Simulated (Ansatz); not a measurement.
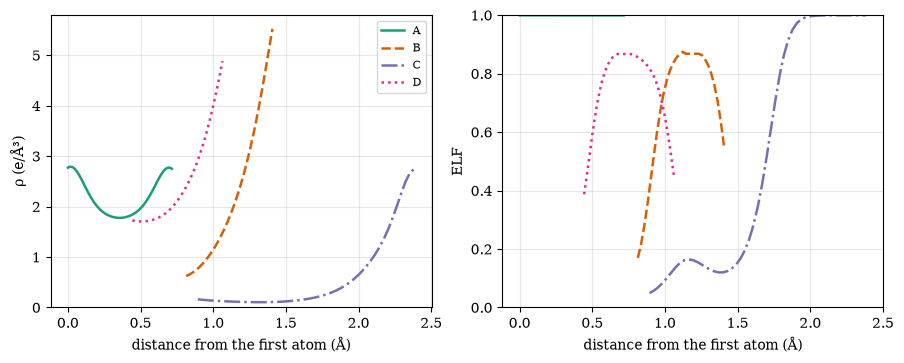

*CH$_{5}$AlO···H$_{2}$. Total electron density and electron localisation function along straight lines between neighbouring atoms. The curves leave out the atomic cores.*

Not at a stationary point (largest force 1.7 eV/Å).

Level of theory: RKS PBE-D4/6-31G* in Ansatz 0.2.0.

```yaml
atoms:
  - { symbol: Al, position_ang: [0.1999, -0.3894, -0.4945] }
  - { symbol: H, position_ang: [-0.3327, -0.3106, 2.2140] }
  - { symbol: H, position_ang: [1.4809, 0.5484, -0.3783] }
  - { symbol: H, position_ang: [-1.2375, 0.0327, -1.0645] }
  - { symbol: O, position_ang: [0.4369, -2.0508, 0.0309] }
  - { symbol: C, position_ang: [-0.5685, -3.0505, 0.0647] }
  - { symbol: H, position_ang: [-0.1207, -4.0295, -0.1901] }
  - { symbol: H, position_ang: [-1.0031, -3.1315, 1.0832] }
  - { symbol: H, position_ang: [-1.4015, -2.8593, -0.6450] }
  - { symbol: H, position_ang: [-0.0879, -0.8578, 1.8242] }
```

> Which curve belongs to which contact (Al–H, Al–O, C–O and H–H)? The first atom named is at distance zero.

Curve A: H–H (0.72 Å): ρ at the midpoint is about 1.8 e/Å³; the ELF is about 1 at the midpoint (a covalent bond by its length). Curve B: Al–O (1.76 Å): ρ is about 0.74 e/Å³ halfway; the ELF peaks at about 0.85 in the valence shell of O, 0.6 Å from its nucleus, and is about 0.35 at the midpoint. Curve C: Al1···H10 (2.38 Å): the density falls to about 0.11 e/Å³ on the way; the ELF climbs to about 1 towards the hydrogen. Curve D: C–O (1.42 Å): ρ at the midpoint is about 2 e/Å³, with its minimum of 1.7 e/Å³ about 0.5 Å from C; the ELF peaks at about 0.85 between the atoms: a polar covalent bond.
